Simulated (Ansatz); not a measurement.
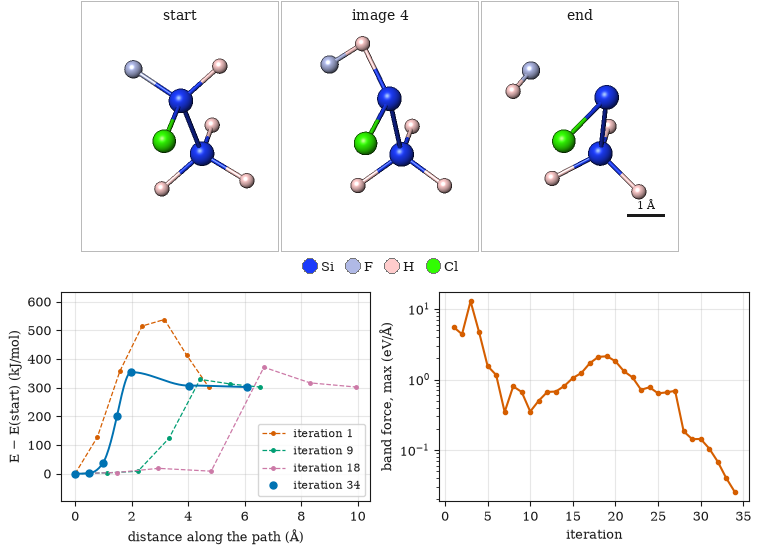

A search for the minimum-energy path of Si2H4ClF by the nudged elastic band. Images are numbered from 0 (start) to 6 (end). The plot follows the band through its iterations. A ball-and-stick model, seen from a free direction.

These are results of Ansatz 0.2.0, RKS B3LYP/6-31G*, not measurements. Set-up: 5 movable images; climbing image; force threshold 0.03 eV/Å; iteration limit 60; starting path by straight interpolation.

Judge this run.

Answer. The run is converged, with reservations. The band converged in 34 iterations. The largest component of the band force went from 5.5 to 0.026 eV/Å. The climbing image converged on the top of the path. Its curvatures weren't checked. The straight starting path can push atoms close together and costs iterations. The first iteration put the highest image at 538.0 kJ/mol. The energy climbs by 354.3 kJ/mol to image 4 and then falls by 52.1 kJ/mol, so the end point sits at +302.3 kJ/mol.

The run took 3.6 min on 1 thread of AMD EPYC 9R45 96-Core Processor (Zen 5), with other jobs on the host, peak memory 0.19 GiB.
